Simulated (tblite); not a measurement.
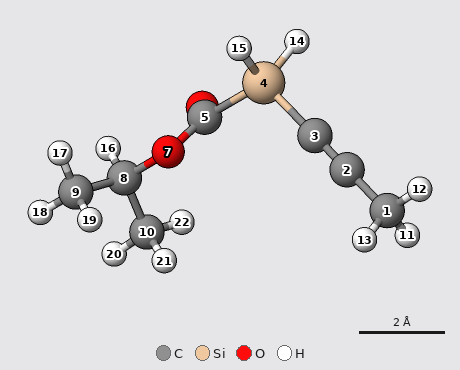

This is the input geometry for a relaxation of C7H12O2Si. The picture is a ball-and-stick view, seen at a tilt.

Computed with GFN2-xTB geometry optimisation, gas phase (tblite).

```xyz
22

C     4.1679   -1.6769   -1.0658
C     3.3125   -0.8157   -0.2353
C     2.6359   -0.1222    0.4666
Si    1.5447    0.9902    1.5373
C    -0.1654    1.3108    0.7896
O    -0.4449    2.4672    0.4811
O    -0.9859    0.2389    0.6112
C    -2.2660    0.5065    0.0256
C    -3.2062   -0.6162    0.4668
C    -2.1423    0.5205   -1.4926
H     4.3344   -1.2095   -2.0402
H     5.1254   -1.8540   -0.5886
H     3.6771   -2.6425   -1.2247
H     2.2931    2.2472    1.8115
H     1.3960    0.3300    2.8775
H    -2.6737    1.4583    0.3956
H    -3.2844   -0.6312    1.5617
H    -4.2159   -0.4829    0.0508
H    -2.8328   -1.5905    0.1632
H    -3.1040    0.6744   -1.9723
H    -1.7088   -0.4093   -1.8597
H    -1.4670    1.3262   -1.8179
```

### Predict the outcome.

The atom that moves furthest after the best rigid fit is H11 (0.49 Å). Largest moves by element: H 0.49 Å, C 0.41 Å, Si 0.22 Å, O 0.19 Å. Among the contacts that change: C3–Si4 1.891 → 1.842 Å, Si4–H15 1.501 → 1.465 Å, C5–O7 1.362 → 1.333 Å, C1–C2 1.471 → 1.445 Å. Among the angles between lasting bonds that change: Si4–C5–O6 117.6° → 126.8°, H14–Si4–H15 104.9° → 113.6°, C3–Si4–C5 113.4° → 105.0°. The energy falls by 23.3 kJ/mol in 124 geometry steps.

History of the run:

```
step  E − E(0), kJ/mol
   0              0.00
   1             -2.17
   2            -12.65
   3            -14.01
   4            -15.27
   5            -16.11
   6            -16.83
   7            -17.77
   8            -18.43
   9            -18.98
  10            -19.38
  16            -20.39
  22            -20.95
  28            -21.57
  34            -21.89
  40            -22.18
  46            -22.31
  52            -22.43
  58            -22.53
  64            -22.59
  70            -22.64
  76            -22.68
  82            -22.82
  88            -23.12
  94            -23.19
 100            -23.23
 106            -23.25
 112            -23.28
 118            -23.31
 124            -23.33
```

The structure at the end:

```xyz
22

C     3.7916   -1.5576   -1.1785
C     3.0636   -0.7427   -0.2337
C     2.4589   -0.0662    0.5616
Si    1.5031    0.9668    1.7493
C    -0.1024    1.4425    0.8118
O    -0.3832    2.5287    0.3642
O    -0.8819    0.3667    0.7033
C    -2.1199    0.4840   -0.0220
C    -3.0571   -0.5912    0.5066
C    -1.8485    0.3310   -1.5145
H     3.8824   -1.0354   -2.1308
H     4.7893   -1.7705   -0.7952
H     3.2656   -2.4985   -1.3392
H     2.2326    2.1883    2.0890
H     1.1206    0.1684    2.9166
H    -2.5271    1.4849    0.1756
H    -3.2006   -0.4753    1.5778
H    -4.0213   -0.5146    0.0119
H    -2.6346   -1.5749    0.3171
H    -2.7797    0.3962   -2.0704
H    -1.3810   -0.6319   -1.7079
H    -1.1807    1.1205   -1.8512
```

The end point in the same view:

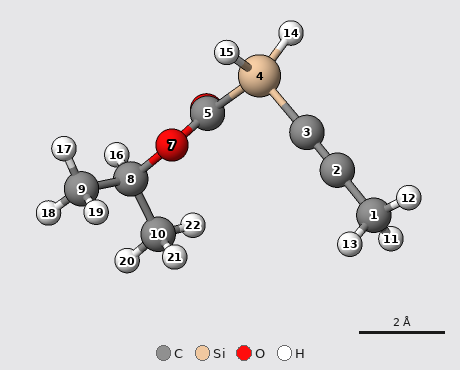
